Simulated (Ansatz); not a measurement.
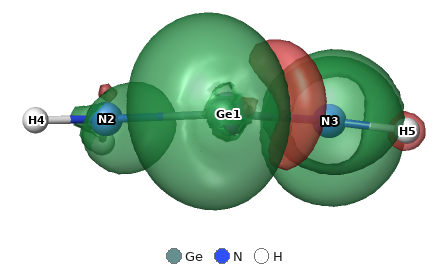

The picture shows: GeH3N2 (SMILES [NH]=[Ge][NH2]) (doublet). Isosurfaces of the spin density at +0.02 (green) and −0.02 e/Å³ (red), seen from one side.

Geometry: r2SCAN-D4/def2-SVP.

All numbers below come from Ansatz 0.2.0, isolated molecule in a Gaussian basis; Kohn-Sham density functional theory, functional PBE0.

```
atom    x (Å)    y (Å)    z (Å)
  Ge  -0.2332  -1.5788  -0.1050
   N   1.0733  -0.4805   0.5118
   N  -1.3489  -0.5869  -1.0129
   H   1.8144  -0.8187   1.1147
   H  -2.2589  -0.8827  -1.3702
   H   0.9778   0.5312   0.5161
```

Question: Which atoms carry the spin?

Answer: The unpaired spin (1 electron) lies mostly on N3 (about 0.6) and Ge1 (about 0.3), in electrons by Hirshfeld's partition.
